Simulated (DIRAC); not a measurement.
# F2 at PBE0/dyall-cv2z (X2C-1eSO, uncontracted yes)

Wanted: a point of an energy scan of F2. 

Program for the calculation: DIRAC 26.1 (patched).

**1. The molecule**

F2: 2 atoms, total charge 0, spin state singlet.

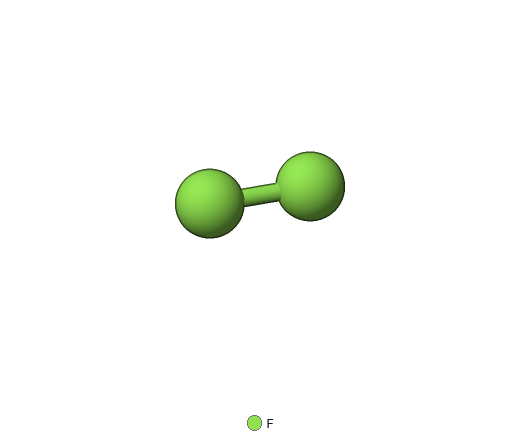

Viewed from a chosen angle; fluorine green.

**2. A point of an energy scan at PBE0/dyall-cv2z (X2C-1eSO, uncontracted yes)**

The input, mol.mol:

```
DIRAC
F2
dyall-cv2z
C   1              A
        9.    2
F1        0.00000000      0.00000000      0.00000000
F2        0.00000000      0.00000000      1.10600000
LARGE BASIS dyall.cv2z
FINISH
```

The input, dft.inp:

```
! DIRAC input
**DIRAC
.WAVE FUNCTION
**HAMILTONIAN
.X2C
.NOAMFI
.DFT
PBE0
**INTEGRALS
*READIN
.UNCONTRACT
**WAVE FUNCTION
.SCF
**END OF INPUT
```

Run with:

```
pam --inp=dft.inp --mol=mol.mol --noarch --mw=122 --aw=276
```

What it wrote:

```text
SCF - CYCLE
                                   -----------

* Convergence on norm of error vector (gradient).
  Desired convergence:1.000D-07
  Allowed convergence:1.000D-06

* ERGVAL - convergence in total energy
* FCKVAL - convergence in maximum change in total Fock matrix
* EVCVAL - convergence in error vector (gradient)
--------------------------------------------------------------------------------------------------------------------------------
           Energy               ERGVAL    FCKVAL    EVCVAL      Conv.acc    CPU          Integrals
--------------------------------------------------------------------------------------------------------------------------------
It.    1    -72.88310119378      0.00D+00  0.00D+00  0.00D+00               0.00699700s   Atom. scrpot
It.    2    -199.4116843488      1.27D+02  1.91D+00  2.05D+00               0.09700000s   LL
It.    3    -199.4406291462      2.89D-02 -5.38D-01  5.25D-01   DIIS   2    0.04900000s   LL
It.    4    -199.4589758745      1.83D-02  3.42D-01  3.27D-01   DIIS   3    0.04800000s   LL
It.    5    -199.4718845262      1.29D-02 -1.32D-01  2.85D-03   DIIS   4    0.04600000s   LL
It.    6    -199.4718853106      7.84D-07 -3.35D-04  9.44D-04   DIIS   5    0.04600000s   LL
It.    7    -199.4718853931      8.25D-08  7.23D-05  8.39D-05   DIIS   6    0.04600000s   LL
It.    8    -199.4718853941      1.02D-09  3.84D-05  8.12D-06   DIIS   7    0.04600000s   LL
It.    9    -199.4718853941      8.84D-12 -3.27D-06  1.79D-07   DIIS   8    0.04600000s   LL
It.   10    -199.4718853941      1.05D-12  1.09D-08  6.31D-09   DIIS   8    0.04000000s   LL
--------------------------------------------------------------------------------------------------------------------------------
* Convergence after   10 iterations.
      No 2-ints    :    0.00700000s
      LL           :    0.05155556s

                                   TOTAL ENERGY
                                   ------------

   Charge of molecule : 0

   Electronic energy                        :    -238.22717839053311

   Other contributions to the total energy
   Nuclear repulsion energy                 :      38.75529299644123

   Sum of all contributions to the energy
   Total energy                             :    -199.47188539409188

                                   Eigenvalues
                                   -----------

* Block   1 in E1g:  Omega =  1/2
  * Closed shell, f = 1.0000
   -24.87647471002  ( 2)       -1.63554054530  ( 2)       -0.68451491108  ( 2)       -0.35485974748  ( 2)
  * Virtual eigenvalues, f = 0.0000
     0.54975602402  ( 2)        0.61676353602  ( 2)        0.72235074981  ( 2)        2.88973684099  ( 2)        2.91229497743  ( 2)
     3.57531927049  ( 2)        4.35951685487  ( 2)        5.34172199141  ( 2)       10.70871522869  ( 2)       10.97650284894  ( 2)
    26.92617803194  ( 2)       41.38179219242  ( 2)       41.67443212730  ( 2)      109.15172574829  ( 2)      191.38493768250  ( 2)
   191.94283025449  ( 2)      396.29334475991  ( 2)     1443.85471416645  ( 2)     5591.04267957359  ( 2)    23508.30169443383  ( 2)

* Block   2 in E1g:  Omega =  3/2
  * Closed shell, f = 1.0000
    -0.35257803590  ( 2)
  * Virtual eigenvalues, f = 0.0000
     0.61737650926  ( 2)        2.91457156946  ( 2)        3.29514002719  ( 2)        4.36013432933  ( 2)       10.98558765587  ( 2)
    41.71317064187  ( 2)      192.03763670056  ( 2)

* Block   3 in E1g:  Omega =  5/2
  * Virtual eigenvalues, f = 0.0000
     3.29602877312  ( 2)

* Block   1 in E1u:  Omega =  1/2
  * Closed shell, f = 1.0000
   -24.87628040637  ( 2)       -1.04276472933  ( 2)       -0.66031856741  ( 2)
  * Virtual eigenvalues, f = 0.0000
     0.17299972918  ( 2)        0.48081920219  ( 2)        0.48297434386  ( 2)        1.38588917229  ( 2)        2.58704193786  ( 2)
     2.72458791110  ( 2)        3.03781778479  ( 2)        5.22854597651  ( 2)        6.88890864580  ( 2)       10.86116564674  ( 2)
    11.33811746634  ( 2)       27.52118805452  ( 2)       41.55598941069  ( 2)       42.06294055368  ( 2)      109.68339001930  ( 2)
   191.44849925315  ( 2)      192.18579281460  ( 2)      396.76519617695  ( 2)     1444.25490405116  ( 2)     5591.33229643108  ( 2)
 23508.43776835878  ( 2)

* Block   2 in E1u:  Omega =  3/2
  * Closed shell, f = 1.0000
    -0.65848396829  ( 2)
  * Virtual eigenvalues, f = 0.0000
     0.48337070614  ( 2)        2.58936304825  ( 2)        3.03875483318  ( 2)        3.59401502216  ( 2)       10.87045127507  ( 2)
    41.59946024306  ( 2)      191.96882510164  ( 2)

* Block   3 in E1u:  Omega =  5/2
  * Virtual eigenvalues, f = 0.0000
     3.59492825294  ( 2)

* Occupation in fermion symmetry E1g
  * Inactive orbitals
      1/2  1/2  1/2  1/2  3/2
  * Virtual orbitals
      1/2  1/2  3/2  1/2  1/2  1/2  3/2  3/2  5/2  1/2  1/2  3/2  1/2  1/2  1/2  3/2  1/2  1/2
      1/2  3/2  1/2  1/2  1/2  3/2  1/2  1/2  1/2  1/2

* Occupation in fermion symmetry E1u
  * Inactive orbitals
      1/2  1/2  1/2  3/2
  * Virtual orbitals
      1/2  1/2  1/2  3/2  1/2  1/2  3/2  1/2  1/2  3/2  3/2  5/2  1/2  1/2  1/2  3/2  1/2  1/2
      1/2  3/2  1/2  1/2  1/2  3/2  1/2  1/2  1/2  1/2  1/2

* Occupation of subblocks
                       E1g:   1/2  3/2  5/2
  closed shells (f=1.0000):    4    1    0
 virtual shells (f=0.0000):   20    7    1
tot.num. of pos.erg shells:   24    8    1
                       E1u:   1/2  3/2  5/2
  closed shells (f=1.0000):    3    1    0
 virtual shells (f=0.0000):   21    7    1
tot.num. of pos.erg shells:   24    8    1

* HOMO - LUMO gap:

    E(LUMO) :     0.17299973 au (symmetry E1u)
  - E(HOMO) :    -0.35257804 au (symmetry E1g)
  ------------------------------------------
    gap     :     0.52557777 au

 * Closing HDF5 checkpoint file
    - Checkpoint file contains all required data, can be used for restarts
    - Checkpoint file closed

*****************************************************
********** E N D   of   D I R A C  output  **********
*****************************************************

>>>> Total WALL time used in DIRAC: 1s
```

Run time: 0.66 s. Hardware: 1 thread of Arm Neoverse V2, shared host; peak memory 0.074 GiB.

**3. Outcome**

Level: PBE0/dyall-cv2z (X2C-1eSO, uncontracted yes).

```
     quantity          value
 total energy  -199.47189 Eh
  HOMO energy       -9.59 eV
  LUMO energy        4.71 eV
HOMO–LUMO gap       14.30 eV
```
